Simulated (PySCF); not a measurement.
C2H5ClO2, SMILES `CCl.OC=O`.

Level of theory: PBE/aug-cc-pVDZ (PySCF), at a geometry from GFN2-xTB. GFN2-xTB bond lengths at metals and heavier atoms can be off by up to 0.1 Å and shapes distorted, which carries into these values.

Input script:

```python
import numpy as np
from pyscf import gto, scf, dft
from pyscf.scf import atom_ks, atom_hf
from scipy.linalg import block_diag
from pyscf.dispersion import dftd3

def solve(mol, dm0=None, hcore=None):
    mf = (dft.UKS if mol.spin else dft.RKS)(mol, xc='pbe')
    mf.grids.level = 3
    mf = mf.density_fit(auxbasis='def2-universal-jkfit')
    mf.conv_tol, mf.max_cycle = 1e-8, 80
    if hcore is not None:
        mf.get_hcore = lambda *args: hcore
    mf.kernel(dm0)
    if not mf.converged:
        mf = mf.newton().run(mf.mo_coeff, mf.mo_occ, max_cycle=30)
    assert mf.converged, 'SCF not converged'
    return mf

mol = gto.M(atom='''
C      1.90883     1.04359     0.01096
Cl     1.91461    -0.73115     0.01537
H      2.41193     1.38301     0.91108
H      0.87477     1.37572    -0.00564
H      2.43933     1.37910    -0.87473
O     -2.95412    -0.57415     0.05595
C     -1.72504    -0.12350    -0.10492
O     -1.39125     1.02120    -0.01301
H     -3.56790     0.15123     0.26487
H     -1.04632    -0.95648    -0.33660
''', basis='aug-cc-pvdz', charge=0, spin=0, verbose=4)
mol_a = gto.M(atom='''
C      1.90883     1.04359     0.01096
Cl     1.91461    -0.73115     0.01537
H      2.41193     1.38301     0.91108
H      0.87477     1.37572    -0.00564
H      2.43933     1.37910    -0.87473
ghost-O     -2.95412    -0.57415     0.05595
ghost-C     -1.72504    -0.12350    -0.10492
ghost-O     -1.39125     1.02120    -0.01301
ghost-H     -3.56790     0.15123     0.26487
ghost-H     -1.04632    -0.95648    -0.33660
''', basis='aug-cc-pvdz', charge=0, spin=0, verbose=4)
mol_b = gto.M(atom='''
ghost-C      1.90883     1.04359     0.01096
ghost-Cl     1.91461    -0.73115     0.01537
ghost-H      2.41193     1.38301     0.91108
ghost-H      0.87477     1.37572    -0.00564
ghost-H      2.43933     1.37910    -0.87473
O     -2.95412    -0.57415     0.05595
C     -1.72504    -0.12350    -0.10492
O     -1.39125     1.02120    -0.01301
H     -3.56790     0.15123     0.26487
H     -1.04632    -0.95648    -0.33660
''', basis='aug-cc-pvdz', charge=0, spin=0, verbose=4)
ab, a, b = solve(mol), solve(mol_a), solve(mol_b)
e_int = ab.e_tot - a.e_tot - b.e_tot
print('counterpoise-corrected interaction energy / kcal/mol', e_int * 627.5095)
def disp(atoms, charge):
    m = gto.M(atom=atoms, charge=charge, basis='sto-3g', spin=None, unit='Bohr', verbose=0)
    return dftd3.DFTD3Dispersion(m, xc='pbe', version='d3bj').get_dispersion()['energy']
e_disp = disp(mol._atom, mol.charge) - disp(mol._atom[:5], mol_a.charge) - disp(mol._atom[5:], mol_b.charge)
print('D3(BJ) part / kcal/mol', e_disp * 627.5095)
# spherically averaged free atoms, for the promolecule
atm = atom_ks.get_atm_nrks(mol, xc='pbe')
pro = block_diag(*[(atm[a[0]][2] * atm[a[0]][3]) @ atm[a[0]][2].T for a in mol._atom])
np.savez('result.npz', e_int=e_int, e_disp=e_disp, dm_a=a.make_rdm1(), dm_b=b.make_rdm1(), c=ab.mo_coeff, occ=ab.mo_occ, eps=ab.mo_energy, pro=pro, d=[f.dip_moment(verbose=0) for f in (ab, a, b)])
```

Launched as:

```sh
OMP_NUM_THREADS=1 python input.py
```

The run took 38 s on 1 thread of Intel(R) Xeon(R) 6975P-C (Granite Rapids), with other jobs on the host, peak memory 0.57 GiB.

Partitions, critical points and surface values were worked out afterwards from this run's density.

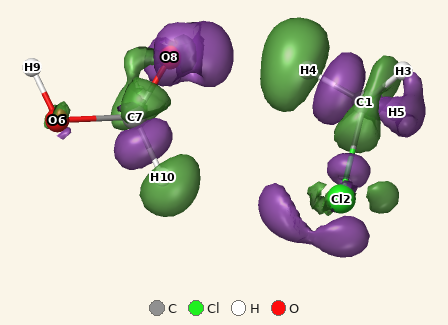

Density of the complex less the densities of the two fragments at the same geometry, ±0.004 e/Å³ (purple: gain, green: loss). Fragment A: H3CCl (atoms 1–5); fragment B: H2CO2.

Question: How is the density rearranged on binding?

Answer: Hirshfeld charges show 0.005 e passing from B to A. By Hirshfeld charges, electrons gather most on Cl2 (−0.014 e) and leave H4 most (+0.015 e); 0.07 e is displaced in all, which induces a dipole of 0.21 D.

Question: What is the interaction energy, and which contacts carry it?

Answer: The counterpoise-corrected interaction energy of the frozen fragments is −2.3 kcal/mol without dispersion correction and −3.3 kcal/mol with D3(BJ). The pair geometry is semi-empirical, not a minimum at this level. Contacts: H4···O8, weak C–H hydrogen bond, 2.29 Å, ρ = 0.014 a.u.; Cl2···H10, weak C–H hydrogen bond, 2.99 Å, ρ = 0.006 a.u. The pose is a local one from a semi-empirical search, not shown to be the most stable.
